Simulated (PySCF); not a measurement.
# BF (SMILES [B]F) at B2PLYP/def2-TZVPPD

Aim: the vertical electron affinity of BF at B2PLYP/def2-TZVPPD, from 2 runs. The job is set up through a Python script.

The calculation is run with PySCF 2.14.0.

4 further runs of the same task are left out: 4 set aside as unsound or not needed.

**1. The system as given**

BF: 2 atoms, total charge 0, spin state singlet. SMILES: `[B]F`. The shape is that of a PBE0-D4/def2-TZVP optimisation.

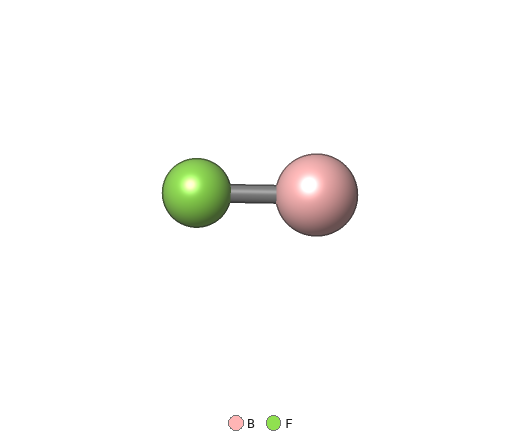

Viewed from a chosen angle; boron pink, fluorine green.

**2. The energy at B2PLYP/def2-TZVPPD**

File calc.py:

```python
from pyscf import gto, dft, mp

mol = gto.M(
    atom='''
B      0.000000     0.000000    -0.017669
F      0.000000     0.000000     2.369225
''',
    basis='def2-tzvppd',
    unit='bohr',
    verbose=3,
    max_memory=1860,
)

myscf = dft.RKS(mol, xc='0.53*HF + 0.47*B88, 0.73*LYP')
myscf.conv_tol = 1e-10
myscf.grids.level = 5
myscf.kernel()
if not myscf.converged:
    myscf = myscf.newton().run(myscf.mo_coeff, myscf.mo_occ)

pt = mp.MP2(myscf, frozen=2).run()
e_final = myscf.e_tot + 0.27 * pt.e_corr
print('PT2 part  %.8f' % (0.27 * pt.e_corr))
print(f'total energy: {e_final:.8f} hartree')
```

Started as:

```sh
$ OMP_NUM_THREADS=1 python calc.py
```

Standard output:

```text
converged SCF energy = -124.538457309937
E(RMP2) = -124.925354104181  E_corr = -0.386896794243806
E(SCS-RMP2) = -124.919726989685  E_corr = -0.381269679747206
PT2 part  -0.10446213
total energy: -124.64291944 hartree
```

Run time: 3.6 s. Hardware: 1 thread of Arm Neoverse V2, shared host; peak memory 0.35 GiB.

**3. The doublet anion at the same level**

File run.py:

```python
from pyscf import gto, dft, mp

mol = gto.Mole()
mol.atom = 'B 0.000000 -0.000000 -0.009350; F -0.000000 0.000000 1.253740'
mol.charge = -1
mol.basis = 'def2-tzvppd'
mol.max_memory = 1860
mol.verbose = 3
mol.spin = 1
mol.build()

myscf = dft.UKS(mol)
myscf.xc = '0.53*HF + 0.47*B88, 0.73*LYP'
myscf.conv_tol = 1e-10
myscf.grids.level = 5
myscf.kernel()
if not myscf.converged:
    myscf = myscf.newton().run(myscf.mo_coeff, myscf.mo_occ)

pt = mp.MP2(myscf, frozen=2).run()
energy = myscf.e_tot + 0.27 * pt.e_corr
print('PT2 part  %.8f' % (0.27 * pt.e_corr))
print(f'total energy: {energy:.8f} hartree')
```

Started as:

```sh
$ OMP_NUM_THREADS=1 python run.py
```

Standard output:

```text
WARN: HOMO -0.00799135844133185 >= LUMO -0.00799135844132478

converged SCF energy = -124.489274155754  <S^2> = 0.75746187  2S+1 = 2.007448
E(UMP2) = -124.888635413125  E_corr = -0.399361257371564
E(SCS-UMP2) = -124.880550822327  E_corr = -0.391276666573041
PT2 part  -0.10782754
total energy: -124.59710170 hartree
```

Run time: 7.8 s. Hardware: 1 thread of Arm Neoverse V2, shared host; peak memory 0.36 GiB.

**4. Summary of results**

At B2PLYP/def2-TZVPPD, 2 core orbitals frozen:

| quantity | value |
| --- | --- |
| singlet BF: total energy | -124.64292 Eh |
| singlet BF: dipole moment (SCF part) | 0.91 D |
| singlet BF: HOMO energy (SCF part's orbitals) | -9.17 eV |
| singlet BF: LUMO energy (SCF part's orbitals) | 0.23 eV |
| singlet BF: HOMO–LUMO gap (SCF part's orbitals) | 9.41 eV |
| doublet anion: total energy | -124.59710 Eh |
| doublet anion: HOMO energy (SCF part's orbitals) (highest over α and β) | 2.41 eV |
| doublet anion: LUMO energy (SCF part's orbitals) (lowest over α and β) | 4.79 eV |
| doublet anion: ⟨S²⟩ | 0.757 |
| vertical electron affinity (to the doublet anion) | -1.247 eV |

What this shows: The anion lies 1.25 eV (29 kcal/mol) above the neutral: the electron isn't bound at this level, and such a value depends on the basis. The HOMO (doublet anion) lies at positive energy, 2.41 eV; only total energies tell whether the electron is bound.
